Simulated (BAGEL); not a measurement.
# C3H4AlF (SMILES C#[C][Al]([CH3])[F]): a chain of runs

We compute the energy (HF/cc-pVDZ), then the energy (NEVPT2(2,2)/cc-pVDZ), then the energy (CASPT2(2,2)/cc-pVDZ) of C3H4AlF. 

The results are computed with BAGEL 1.2.2.

1 further run of the same task is left out (set aside as unsound or not needed).

### Step 1. The molecule

C3H4AlF has 9 atoms, charge 0, and is taken as a singlet. As SMILES, `C#[C][Al]([CH3])[F]`. One bond was lengthened or shortened from a relaxed shape.

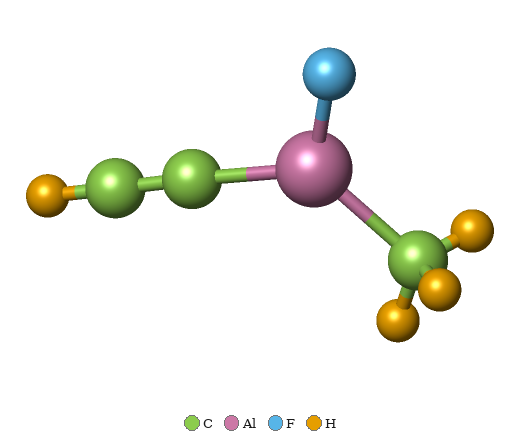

The structure, seen from a chosen angle (carbon green, aluminium pink, fluorine blue, hydrogen amber).

### Step 2. The energy at HF/cc-pVDZ (density fitting with svp-jkfit) (run 1)

Input file input.json:

```json
{ "bagel" : [

{
  "title" : "molecule",
  "basis" : "cc-pvdz.json",
  "df_basis" : "svp-jkfit",
  "angstrom" : true,
  "geometry" : [
    { "atom" : "C", "xyz" : [       0.106601,       2.695682,       0.245527 ] },
    { "atom" : "C", "xyz" : [       0.197301,       1.557082,      -0.153673 ] },
    { "atom" : "Al", "xyz" : [       0.298401,      -0.252518,      -0.725273 ] },
    { "atom" : "C", "xyz" : [      -0.546599,      -1.736418,       0.175427 ] },
    { "atom" : "F", "xyz" : [       1.178001,      -0.534518,      -2.092073 ] },
    { "atom" : "H", "xyz" : [       0.031001,       3.701982,       0.591727 ] },
    { "atom" : "H", "xyz" : [      -1.159600,      -2.156900,      -0.383600 ] },
    { "atom" : "H", "xyz" : [       0.190701,      -2.494018,       0.457027 ] },
    { "atom" : "H", "xyz" : [      -1.072799,      -1.420318,       1.078627 ] }
  ]
},

{
  "title" : "hf"
},

{
  "title" : "print",
  "file" : "orbitals.molden",
  "orbitals" : true
}

]}
```

The basis set cc-pVDZ is read from a file made from the Basis Set Exchange's data (not shown).

Command:

```sh
$ BAGEL_NUM_THREADS=1 BAGEL input.json > input.out
```

The log of the run:

```text
* using 1 threads per process

  ===============================================================
  ===============================================================

  *** Geometry ***

  { "atom" : "C", "xyz" : [      0.201447,      5.094101,      0.463979 ] },
  { "atom" : "C", "xyz" : [      0.372845,      2.942459,     -0.290400 ] },
  { "atom" : "Al", "xyz" : [      0.563896,     -0.477190,     -1.370567 ] },
  { "atom" : "C", "xyz" : [     -1.032922,     -3.281354,      0.331509 ] },
  { "atom" : "F", "xyz" : [      2.226099,     -1.010093,     -3.953445 ] },
  { "atom" : "H", "xyz" : [      0.058583,      6.995732,      1.118202 ] },
  { "atom" : "H", "xyz" : [     -2.191326,     -4.075950,     -0.724899 ] },
  { "atom" : "H", "xyz" : [      0.360373,     -4.713011,      0.863656 ] },
  { "atom" : "H", "xyz" : [     -2.027296,     -2.684012,      2.038310 ] },

  Number of auxiliary basis functions:      502

  Since a DF basis is specified, we compute 2- and 3-index integrals:
    o Being stored without compression. Storage requirement is 0.035 GB

  Number of basis functions:       94
  Number of electrons      :       44

    * METHOD: MOLECULE                             0.28

  *** RHF ***

  === Nuclear Repulsion ===
   179.8760085500

      * DIIS with orbital gradients will be used.

  === RHF iteration (cc-pvdz.json) ===
      0       -457.05092962          0.01668357           0.08
      1       -457.24308668          0.00844581           0.07
      2       -457.30704895          0.00162739           0.07
      3       -457.30942637          0.00061734           0.07
      4       -457.30977654          0.00009591           0.07
      5       -457.30978519          0.00005691           0.07
      6       -457.30978808          0.00002958           0.07
      7       -457.30978995          0.00001334           0.07
      8       -457.30979043          0.00000562           0.07
      9       -457.30979050          0.00000200           0.08
     10       -457.30979050          0.00000102           0.07
     11       -457.30979051          0.00000024           0.07
     12       -457.30979051          0.00000013           0.07
     13       -457.30979051          0.00000005           0.07
     14       -457.30979051          0.00000002           0.07
     15       -457.30979051          0.00000001           0.07
     16       -457.30979051          0.00000001           0.07
    * SCF iteration converged.

    * Permanent dipole moment:
           (    0.505037,    -0.112200,    -0.734216) a.u.

    * METHOD: HF                                   1.43

    * METHOD: PRINT                                0.02

  ===============================================================
```

Run time: 1.9 s. Hardware: 1 thread of Arm Neoverse V1, shared host; peak memory 0.14 GiB.

### Step 3. A single-point energy at NEVPT2(2,2)/cc-pVDZ (density fitting with svp-jkfit) (run 2)

Input file input.json:

```json
{ "bagel" : [

{
  "title" : "molecule",
  "basis" : "cc-pvdz.json",
  "df_basis" : "svp-jkfit",
  "angstrom" : "true",
  "geometry" : [
    { "atom" : "C", "xyz" : [    0.106601,    2.695682,    0.245527 ] },
    { "atom" : "C", "xyz" : [    0.197301,    1.557082,   -0.153673 ] },
    { "atom" : "Al", "xyz" : [    0.298401,   -0.252518,   -0.725273 ] },
    { "atom" : "C", "xyz" : [   -0.546599,   -1.736418,    0.175427 ] },
    { "atom" : "F", "xyz" : [    1.178001,   -0.534518,   -2.092073 ] },
    { "atom" : "H", "xyz" : [    0.031001,    3.701982,    0.591727 ] },
    { "atom" : "H", "xyz" : [   -1.159600,   -2.156900,   -0.383600 ] },
    { "atom" : "H", "xyz" : [    0.190701,   -2.494018,    0.457027 ] },
    { "atom" : "H", "xyz" : [   -1.072799,   -1.420318,    1.078627 ] }
  ]
},
{ "title" : "hf" },
{ "title" : "casscf", "nstate" : 1, "nact" : 2, "nclosed" : 21, "active" : [12, 31], "maxiter" : 200, "natocc" : "true" },
{ "title" : "nevpt2", "nstate" : 1, "nact" : 2, "nclosed" : 21, "active" : [12, 31], "maxiter" : 200, "natocc" : "true", "ncore" : 9 },
{ "title" : "print", "file" : "orbitals.molden", "orbitals" : "true" }

]}
```

The basis set cc-pVDZ is read from a file made from the Basis Set Exchange's data (not shown).

Command:

```sh
$ BAGEL_NUM_THREADS=1 BAGEL input.json > input.out
```

The log of the run:

```text
* using 1 threads per process

  ===============================================================
  ===============================================================

  *** Geometry ***

  { "atom" : "C", "xyz" : [      0.201447,      5.094101,      0.463979 ] },
  { "atom" : "C", "xyz" : [      0.372845,      2.942459,     -0.290400 ] },
  { "atom" : "Al", "xyz" : [      0.563896,     -0.477190,     -1.370567 ] },
  { "atom" : "C", "xyz" : [     -1.032922,     -3.281354,      0.331509 ] },
  { "atom" : "F", "xyz" : [      2.226099,     -1.010093,     -3.953445 ] },
  { "atom" : "H", "xyz" : [      0.058583,      6.995732,      1.118202 ] },
  { "atom" : "H", "xyz" : [     -2.191326,     -4.075950,     -0.724899 ] },
  { "atom" : "H", "xyz" : [      0.360373,     -4.713011,      0.863656 ] },
  { "atom" : "H", "xyz" : [     -2.027296,     -2.684012,      2.038310 ] },

  Number of auxiliary basis functions:      502

  Since a DF basis is specified, we compute 2- and 3-index integrals:
    o Being stored without compression. Storage requirement is 0.035 GB

  Number of basis functions:       94
  Number of electrons      :       44

    * METHOD: MOLECULE                             0.28

  *** RHF ***

  === Nuclear Repulsion ===
   179.8760085500

      * DIIS with orbital gradients will be used.

  === RHF iteration (cc-pvdz.json) ===
      0       -457.05092962          0.01668357           0.08
      1       -457.24308668          0.00844581           0.07
      2       -457.30704895          0.00162739           0.07
      3       -457.30942637          0.00061734           0.07
      4       -457.30977654          0.00009591           0.07
      5       -457.30978519          0.00005691           0.07
      6       -457.30978808          0.00002958           0.07
      7       -457.30978995          0.00001334           0.07
      8       -457.30979043          0.00000562           0.07
      9       -457.30979050          0.00000200           0.07
     10       -457.30979050          0.00000102           0.07
     11       -457.30979051          0.00000024           0.07
     12       -457.30979051          0.00000013           0.07
     13       -457.30979051          0.00000005           0.07
     14       -457.30979051          0.00000002           0.07
     15       -457.30979051          0.00000001           0.07
     16       -457.30979051          0.00000001           0.07
    * SCF iteration converged.

    * Permanent dipole moment:
           (    0.505037,    -0.112200,    -0.734216) a.u.

    * METHOD: HF                                   1.41

  ---------------------------
      CASSCF calculation
  ---------------------------

    ==== Active orbitals : =====
         Orbital 12
         Orbital 31
    ============================

    * nstate   :      1
    * nclosed  :     21
    * nact     :      2
    * nvirt    :     71
  === CASSCF iteration (cc-pvdz.json) ===

    * Using the second-order algorithm

      0  0      -457.30984326     1.27e-05      0.02

      1  0      -457.31058330     6.53e-05      0.32

      2  0      -457.31095879     6.94e-05      0.40

      3  0      -457.31276788     2.09e-04      0.39

      4  0      -457.31812593     3.64e-04      0.45

      5  0      -457.32361626     8.99e-04      0.43

      6  0      -457.32473025     9.85e-05      0.45

      7  0      -457.32474670     1.68e-05      0.44

      8  0      -457.32474700     3.49e-06      0.45

      9  0      -457.32474701     8.19e-07      0.45

     10  0      -457.32474701     2.02e-07      0.48

     11  0      -457.32474701     5.04e-08      0.42

     12  0      -457.32474701     1.25e-08      0.41

     13  0      -457.32474701     3.13e-09      0.33

    * Second-order optimization converged. *

     guess   0:   closed 1.                   open ..

  === FCI iteration ===

      0  0      -457.30961283     8.12e-02      0.00
      1  0      -457.32474348     9.46e-04      0.00
      2  0 *    -457.32474701     1.92e-15      0.00

     * ci vector, state   0, <S^2> = 0.0000
       2.     0.9956838775
       .2    -0.0928095693

    * METHOD: CASSCF                               5.62

    * freezing 9 orbitals

  === DF-NEVPT2 calculation ===

    * 3-index integral transformation done
    * assembly done

      NEVPT2 correlation energy:   -0.6196273087      0.25

          (+0)     -0.5649490741
          (+0)'    -0.0150631576
          (+1)     -0.0036849420
          (+1)'    -0.0000000000
          (+2)     -0.0002419055
          (-1)     -0.0263912327
          (-1)'     0.0000000000
          (-2)     -0.0092969969

      NEVPT2 total energy:       -457.9443743148

    * METHOD: NEVPT2                               0.40

    * METHOD: PRINT                                0.02

  ===============================================================
```

It took 8.1 s on 1 thread of Arm Neoverse V1, shared host; peak memory 0.14 GiB.

### Step 4. A single-point energy at CASPT2(2,2)/cc-pVDZ (density fitting with svp-jkfit) (run 3)

Input file job.json:

```json
{ "bagel" : [

{
  "title" : "molecule",
  "basis" : "cc-pvdz.json",
  "df_basis" : "svp-jkfit",
  "angstrom" : "true",
  "geometry" : [
    { "atom" : "C", "xyz" : [       0.106601,       2.695682,       0.245527 ] },
    { "atom" : "C", "xyz" : [       0.197301,       1.557082,      -0.153673 ] },
    { "atom" : "Al", "xyz" : [       0.298401,      -0.252518,      -0.725273 ] },
    { "atom" : "C", "xyz" : [      -0.546599,      -1.736418,       0.175427 ] },
    { "atom" : "F", "xyz" : [       1.178001,      -0.534518,      -2.092073 ] },
    { "atom" : "H", "xyz" : [       0.031001,       3.701982,       0.591727 ] },
    { "atom" : "H", "xyz" : [      -1.159600,      -2.156900,      -0.383600 ] },
    { "atom" : "H", "xyz" : [       0.190701,      -2.494018,       0.457027 ] },
    { "atom" : "H", "xyz" : [      -1.072799,      -1.420318,       1.078627 ] }
  ]
},

{ "title" : "hf", "charge" : 0 },

{
  "title" : "casscf",
  "nstate" : 1,
  "nact" : 2,
  "nclosed" : 21,
  "charge" : 0,
  "nspin" : 0,
  "active" : [12, 31],
  "maxiter" : 200,
  "natocc" : "true"
},

{ "title" : "print", "file" : "orbitals.molden", "orbitals" : "true" },

{ "title" : "smith", "method" : "caspt2", "ms" : "true", "xms" : "true", "sssr" : "true", "shift" : 0.2, "shift_imag" : "true", "ncore" : 9 }

]}
```

The basis set cc-pVDZ is read from a file made from the Basis Set Exchange's data (not shown).

Command:

```sh
$ BAGEL_NUM_THREADS=1 BAGEL job.json > job.out
```

The log of the run:

```text
* using 1 threads per process

  ===============================================================
  ===============================================================

  *** Geometry ***

  { "atom" : "C", "xyz" : [      0.201447,      5.094101,      0.463979 ] },
  { "atom" : "C", "xyz" : [      0.372845,      2.942459,     -0.290400 ] },
  { "atom" : "Al", "xyz" : [      0.563896,     -0.477190,     -1.370567 ] },
  { "atom" : "C", "xyz" : [     -1.032922,     -3.281354,      0.331509 ] },
  { "atom" : "F", "xyz" : [      2.226099,     -1.010093,     -3.953445 ] },
  { "atom" : "H", "xyz" : [      0.058583,      6.995732,      1.118202 ] },
  { "atom" : "H", "xyz" : [     -2.191326,     -4.075950,     -0.724899 ] },
  { "atom" : "H", "xyz" : [      0.360373,     -4.713011,      0.863656 ] },
  { "atom" : "H", "xyz" : [     -2.027296,     -2.684012,      2.038310 ] },

  Number of auxiliary basis functions:      502

  Since a DF basis is specified, we compute 2- and 3-index integrals:
    o Being stored without compression. Storage requirement is 0.035 GB

  Number of basis functions:       94
  Number of electrons      :       44

    * METHOD: MOLECULE                             0.28

  *** RHF ***

  === Nuclear Repulsion ===
   179.8760085500

      * DIIS with orbital gradients will be used.

  === RHF iteration (cc-pvdz.json) ===
      0       -457.05092962          0.01668357           0.08
      1       -457.24308668          0.00844581           0.07
      2       -457.30704895          0.00162739           0.07
      3       -457.30942637          0.00061734           0.07
      4       -457.30977654          0.00009591           0.07
      5       -457.30978519          0.00005691           0.07
      6       -457.30978808          0.00002958           0.07
      7       -457.30978995          0.00001334           0.07
      8       -457.30979043          0.00000562           0.07
      9       -457.30979050          0.00000200           0.07
     10       -457.30979050          0.00000102           0.07
     11       -457.30979051          0.00000024           0.07
     12       -457.30979051          0.00000013           0.07
     13       -457.30979051          0.00000005           0.07
     14       -457.30979051          0.00000002           0.08
     15       -457.30979051          0.00000001           0.07
     16       -457.30979051          0.00000001           0.08
    * SCF iteration converged.

    * Permanent dipole moment:
           (    0.505037,    -0.112200,    -0.734216) a.u.

    * METHOD: HF                                   1.44

  ---------------------------
      CASSCF calculation
  ---------------------------

    ==== Active orbitals : =====
         Orbital 12
         Orbital 31
    ============================

    * nstate   :      1
    * nclosed  :     21
    * nact     :      2
    * nvirt    :     71
  === CASSCF iteration (cc-pvdz.json) ===

    * Using the second-order algorithm

      0  0      -457.30984326     1.27e-05      0.02

      1  0      -457.31058330     6.53e-05      0.32

      2  0      -457.31095879     6.94e-05      0.40

      3  0      -457.31276788     2.09e-04      0.40

      4  0      -457.31812593     3.64e-04      0.44

      5  0      -457.32361626     8.99e-04      0.43

      6  0      -457.32473025     9.85e-05      0.46

      7  0      -457.32474670     1.68e-05      0.45

      8  0      -457.32474700     3.49e-06      0.46

      9  0      -457.32474701     8.19e-07      0.46

     10  0      -457.32474701     2.02e-07      0.47

     11  0      -457.32474701     5.04e-08      0.43

     12  0      -457.32474701     1.25e-08      0.40

     13  0      -457.32474701     3.13e-09      0.32

    * Second-order optimization converged. *

     guess   0:   closed 1.                   open ..

  === FCI iteration ===

      0  0      -457.30961283     8.12e-02      0.00
      1  0      -457.32474348     9.46e-04      0.00
      2  0 *    -457.32474701     1.92e-15      0.00

     * ci vector, state   0, <S^2> = 0.0000
       2.     0.9956838775
       .2    -0.0928095693

    * METHOD: CASSCF                               5.62

    * METHOD: PRINT                                0.02

  === SMITH program ===

    * freezing 9 orbitals

    * Approximate memory requirement for SMITH calulation per MPI process:
      o Storage requirement for T-amplitude, lambda, and residual is 0.03 GB
      o Storage requirement for MO integrals is 0.01 GB
    * Calculating and saving rdm4f

    * Zeroth order energy : state  0       -1.1889056931

    * CASPT2 iteration is performed using orthogonal basis

      -------------------------------------------  CASPT2 iteration  ---------------------------------------------------
       #      aibj      arbs      arbi      airj      risj      airs      arst      rist         Etot      error   time
      ------------------------------------------------------------------------------------------------------------------

       0  -0.56245  -0.01116  -0.02691  -0.00412  -0.00034  -0.01298  -0.00000  -0.00000   -0.6179554  0.0014958   0.14
       1  -0.56269  -0.01124  -0.02705  -0.00425  -0.00038  -0.01342  -0.00000  -0.00000   -0.6190268  0.0003016   0.12
       2  -0.56271  -0.01125  -0.02704  -0.00426  -0.00038  -0.01344  -0.00000  -0.00000   -0.6190781  0.0000649   0.12
       3  -0.56271  -0.01125  -0.02704  -0.00425  -0.00038  -0.01345  -0.00000  -0.00000   -0.6190800  0.0000151   0.12
       4  -0.56271  -0.01125  -0.02704  -0.00425  -0.00038  -0.01345  -0.00000  -0.00000   -0.6190801  0.0000033   0.13
       5  -0.56271  -0.01125  -0.02704  -0.00425  -0.00038  -0.01345  -0.00000   0.00000   -0.6190801  0.0000007   0.13

      ------------------------------------------------------------------------------------------------------------------

    * CASPT2 energy : state  0     -457.9475093638
        w/o shift correction       -457.9438271110
        reference weight              0.8260221455

    * METHOD: SMITH                                1.04

  ===============================================================
```

Wall time 8.7 s (1 thread of Arm Neoverse V1, shared host); peak memory 0.25 GiB.

### Step 5. Outcome

| quantity | value |
| --- | --- |
| run 1, HF/cc-pVDZ: total energy | -457.30979 Eh |
| run 1, HF/cc-pVDZ: dipole moment | 2.28 D |
| run 1, HF/cc-pVDZ: HOMO energy | -10.92 eV |
| run 1, HF/cc-pVDZ: LUMO energy | 1.84 eV |
| run 1, HF/cc-pVDZ: HOMO–LUMO gap | 12.76 eV |
| run 2, NEVPT2(2,2)/cc-pVDZ: total energy | -457.94437 Eh |
| run 3, CASPT2(2,2)/cc-pVDZ: total energy | -457.94751 Eh |
